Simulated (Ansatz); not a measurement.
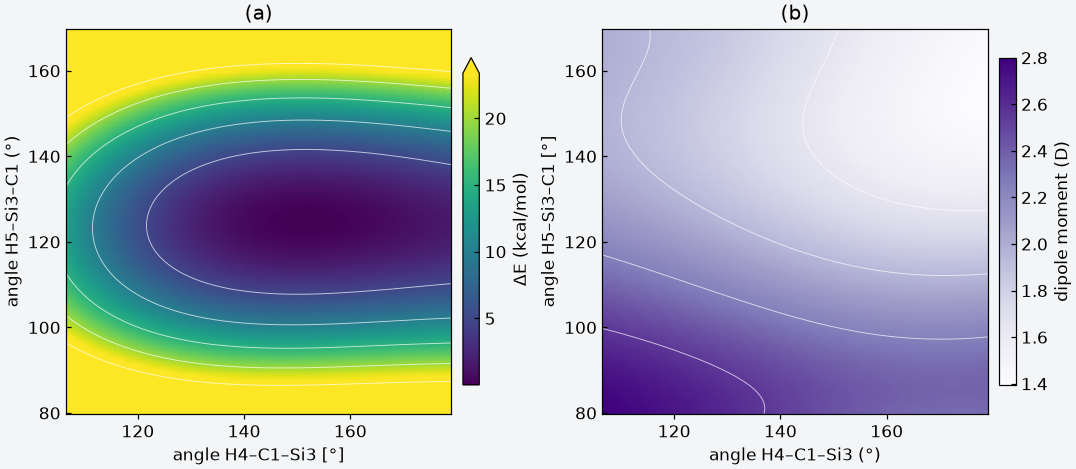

CH3OSi, SMILES [CH]1O[SiH2]1, spin multiplicity 2. First axis: angle H4–C1–Si3. Second axis: angle H5–Si3–C1. Nothing is relaxed (all other coordinates rigid). The grid has 9 × 9 points. Points are written as (first, second). Energies: kcal/mol, counted from the lowest grid point. These are results of Ansatz, UKS PBE0-D4/def2-TZVP, not measurements.

Panel (a) is the energy; panel (b) is the computed dipole moment, in D.

Drawn: a smooth colour map with a few white contour lines, one colour for all values above the top of the scale. Between grid points the surface is interpolated.

How does the dipole moment vary over the map, and what is it at the lowest grid point?

Leaving out the highest fifth of the energies, it runs from 1.40 D at (179.0°, 158.6°) to 2.69 D at (106.5°, 91.1°). At the lowest grid point, (151.8°, 124.8°), it is 1.77 D.
